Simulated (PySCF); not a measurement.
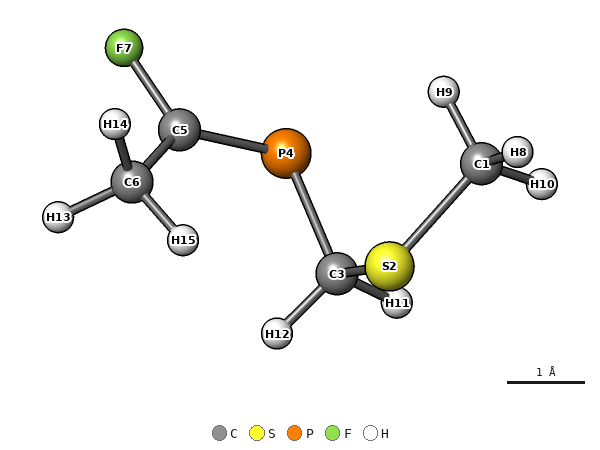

Fig. 1: The input geometry of run 1 (ball-and-stick view, seen at a tilt; atoms are numbered from 1 in the order of the input). Bond lengths as drawn: C–C 1.48 Å, C–F 1.34 Å, C–H 1.10 Å, C–P 1.69 to 1.87 Å and C–S 1.80 to 1.82 Å.

## What a change does: NMR shielding calculation on C4H8FPS

System: C4H8FPS.
Method of run 1: GIAO PBE0/pcSseg-1 NMR shielding, non-relativistic, IEF-PCM acetonitrile (PySCF 2.14.0).

The geometry comes from this level: PBE0-D3(BJ)/def2-SVP. Text and figures count atoms from 1; the logs count them from 0 in places.

## The input, run 1
```
{"job": {"kind": "nmr", "xc": "PBE0", "basis": "pcSseg-1", "solvent": "acetonitrile", "pop": true}, "charge": 0, "multiplicity": 1}
C      2.439052     0.278535     0.297064
S      1.256453    -1.076897     0.417333
C      0.445652    -0.962497    -1.202560
P     -0.267782     0.685208    -1.742052
C     -1.576822     0.865427    -0.686769
C     -2.103927     0.041946     0.426344
F     -2.319647     1.965417    -0.867378
H      2.981425     0.307316     1.252238
H      1.928870     1.242126     0.147323
H      3.162385     0.111922    -0.515607
H      1.164650    -1.243527    -1.990053
H     -0.332185    -1.742103    -1.197712
H     -3.086368    -0.378574     0.151175
H     -2.262728     0.689334     1.304111
H     -1.413622    -0.759815     0.710716
```

The first line tells a small driver script what to run in PySCF; the rest is the geometry in Å.

Launched with:
```bash
OMP_NUM_THREADS=1 python <driver script> task.json out
```

Hardware: 1 CPU thread, shared host.

## Output (run 1)
```
coarse grid: 13640 points
cycle   1  E = -995.8871731758  dE =  6.147e-01  |g| = 4.638e-01  |ddm| = 3.520e+00
cycle   2  E = -995.8641564965  dE =  2.302e-02  |g| = 6.085e-01  |ddm| = 6.760e-01
cycle   3  E = -995.9276713377  dE = -6.351e-02  |g| = 8.633e-02  |ddm| = 3.716e-01
cycle   4  E = -995.9291265548  dE = -1.455e-03  |g| = 3.895e-02  |ddm| = 1.018e-01
cycle   5  E = -995.9295201744  dE = -3.936e-04  |g| = 1.115e-02  |ddm| = 4.438e-02
cycle   6  E = -995.9295458717  dE = -2.570e-05  |g| = 3.479e-03  |ddm| = 1.313e-02
cycle   7  E = -995.9295484872  dE = -2.615e-06  |g| = 7.262e-04  |ddm| = 3.251e-03
final grid: 123088 points
cycle   8  E = -995.9814220498  dE = -3.153e-05  |g| = 1.050e-02  |ddm| = 2.736e-02
cycle   9  E = -995.9813946614  dE =  2.739e-05  |g| = 1.493e-02  |ddm| = 2.006e-02
cycle  10  E = -995.9814487021  dE = -5.404e-05  |g| = 1.722e-03  |ddm| = 1.243e-02
cycle  11  E = -995.9814494280  dE = -7.259e-07  |g| = 3.171e-04  |ddm| = 1.651e-03
cycle  12  E = -995.9814494519  dE = -2.385e-08  |g| = 1.357e-04  |ddm| = 3.965e-04
cycle  13  E = -995.9814494559  dE = -4.044e-09  |g| = 3.237e-05  |ddm| = 1.277e-04
cycle  14  E = -995.9814494561  dE = -2.130e-10  |g| = 7.964e-06  |ddm| = 3.247e-05
converged SCF energy = -995.9814494561

GIAO shielding tensors (ppm)
atom      isotropic    diamagn.    paramagn.     s11        s22        s33       span
  0 C      166.689     251.016     -84.326    152.924    162.357    184.788     31.865
  1 S      542.898    1057.734    -514.836    393.764    485.078    749.853    356.089
  2 C      154.825     255.551    -100.727    134.100    157.349    173.025     38.925
  3 P      153.057     967.479    -814.423   -138.287    174.148    423.309    561.597
  4 C      -59.622     257.819    -317.441   -278.117     39.354     59.895    338.012
  5 C      158.423     250.434     -92.011    138.195    158.007    179.067     40.872
  6 F      192.682     474.125    -281.443     66.883    136.985    374.178    307.295
  7 H       29.383      28.698       0.685     24.437     25.910     37.803     13.366
  8 H       28.752      30.484      -1.732     22.843     29.025     34.387     11.544
  9 H       29.089      28.775       0.314     24.270     26.281     36.715     12.444
 10 H       28.112      30.470      -2.358     21.717     27.220     35.400     13.683
 11 H       28.357      31.342      -2.986     23.395     26.629     35.046     11.651
 12 H       28.866      26.840       2.026     25.235     25.851     35.513     10.278
 13 H       29.021      28.712       0.308     25.793     26.684     34.584      8.791
 14 H       27.613      31.645      -4.033     22.287     27.851     32.701     10.414
```

The input of run 2 differs as follows (lines with − go, lines with + come):
```diff
-"solvent": "acetonitrile"
-"pop": true
+"solvent": "tetrahydrofuran"
+"pop": false
```

What does this change do to the results?

The total energy of run 2 is 0.8 kcal/mol higher: the change of the electrostatic solvation energy at this fixed geometry, without cavity or dispersion terms. The dipole moment goes from 1.61 to 1.54 D. Of all shieldings, the largest change is that of S2, by −2.1 ppm. The number of SCF iterations is the same.

## Output (run 2)
```
coarse grid: 13640 points
cycle   1  E = -995.8855718742  dE =  6.163e-01  |g| = 4.649e-01  |ddm| = 3.520e+00
cycle   2  E = -995.8617655900  dE =  2.381e-02  |g| = 6.130e-01  |ddm| = 6.796e-01
cycle   3  E = -995.9262315531  dE = -6.447e-02  |g| = 8.891e-02  |ddm| = 3.784e-01
cycle   4  E = -995.9277804649  dE = -1.549e-03  |g| = 4.095e-02  |ddm| = 1.083e-01
cycle   5  E = -995.9282186529  dE = -4.382e-04  |g| = 1.185e-02  |ddm| = 4.733e-02
cycle   6  E = -995.9282477826  dE = -2.913e-05  |g| = 3.534e-03  |ddm| = 1.367e-02
cycle   7  E = -995.9282505049  dE = -2.722e-06  |g| = 7.599e-04  |ddm| = 3.367e-03
final grid: 123088 points
cycle   8  E = -995.9801328444  dE = -3.125e-05  |g| = 1.058e-02  |ddm| = 2.744e-02
cycle   9  E = -995.9801036710  dE =  2.917e-05  |g| = 1.518e-02  |ddm| = 2.044e-02
cycle  10  E = -995.9801598157  dE = -5.614e-05  |g| = 1.839e-03  |ddm| = 1.289e-02
cycle  11  E = -995.9801606597  dE = -8.440e-07  |g| = 3.292e-04  |ddm| = 1.802e-03
cycle  12  E = -995.9801606856  dE = -2.590e-08  |g| = 1.425e-04  |ddm| = 4.191e-04
cycle  13  E = -995.9801606900  dE = -4.390e-09  |g| = 3.342e-05  |ddm| = 1.329e-04
cycle  14  E = -995.9801606902  dE = -2.283e-10  |g| = 8.165e-06  |ddm| = 3.410e-05
converged SCF energy = -995.9801606902

GIAO shielding tensors (ppm)
atom      isotropic    diamagn.    paramagn.     s11        s22        s33       span
  0 C      166.596     250.982     -84.386    152.914    162.279    184.596     31.681
  1 S      540.845    1057.679    -516.834    391.000    484.175    747.359    356.359
  2 C      154.734     255.616    -100.881    134.298    157.126    172.779     38.482
  3 P      151.607     967.398    -815.791   -141.806    172.720    423.906    565.711
  4 C      -59.049     257.681    -316.730   -276.965     39.559     60.258    337.223
  5 C      158.560     250.392     -91.832    138.594    158.076    179.010     40.416
  6 F      191.920     473.993    -282.073     66.139    135.582    374.040    307.901
  7 H       29.411      28.735       0.676     24.485     25.949     37.799     13.314
  8 H       28.740      30.483      -1.743     22.833     29.012     34.374     11.541
  9 H       29.126      28.812       0.315     24.318     26.327     36.734     12.416
 10 H       28.161      30.551      -2.390     21.790     27.275     35.418     13.628
 11 H       28.424      31.441      -3.018     23.491     26.719     35.062     11.571
 12 H       28.920      26.898       2.022     25.307     25.912     35.541     10.234
 13 H       29.039      28.734       0.305     25.828     26.698     34.592      8.764
 14 H       27.623      31.651      -4.028     22.303     27.846     32.720     10.417
```

## The two runs side by side

| quantity | run 1 | run 2 |
| --- | --- | --- |
| outcome | converged | converged |
| total energy (hartree) | −995.981449 | −995.980161 |
| HOMO (eV) | −6.46 | −6.45 |
| LUMO (eV) | −1.50 | −1.50 |
| dipole moment (D) | 1.61 | 1.54 |
| shielding of C1 (ppm) | 166.7 | 166.6 |
| shielding of S2 (ppm) | 542.9 | 540.8 |
| shielding of C3 (ppm) | 154.8 | 154.7 |
| shielding of P4 (ppm) | 153.1 | 151.6 |
| shielding of C5 (ppm) | −59.6 | −59.0 |
| shielding of C6 (ppm) | 158.4 | 158.6 |
| shielding of F7 (ppm) | 192.7 | 191.9 |
| SCF iterations | 14 | 14 |
| basis functions | 173 | 173 |
| wall time (shared host) | 42 s | 38 s |
